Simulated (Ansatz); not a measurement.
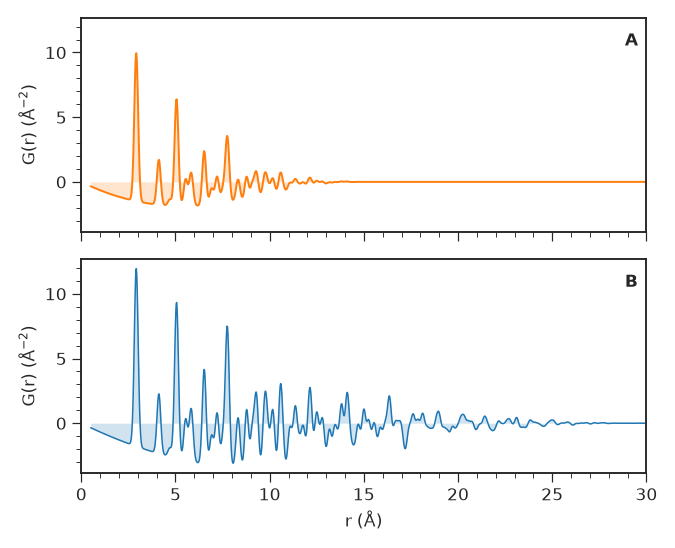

The curve is a calculated X-ray PDF: distances of the static structure, each pair weighted by the product of the atomic numbers (X-ray weights at Q = 0), broadened by Gaussians with σ = 0.10 Å, for spherical particles of Ti with the bulk structure: the bulk G(r) is multiplied by the envelope of a sphere of diameter D, 1 − 3r/2D + r³/2D³, with no surface relaxation. The number density is 0.0571 atoms per Å³. Basis of the simulation: the geometry relaxed with DFT, PBE, plane waves (420 eV) with PAW, scalar-relativistic in Ansatz; the starting structure was generated, so it need not be a known form of this composition.

### The diameters are 15 and 30 Å. Which curve belongs to which?

curve A: 15 Å; curve B: 30 Å. The smaller the particle, the sooner the oscillations die out.
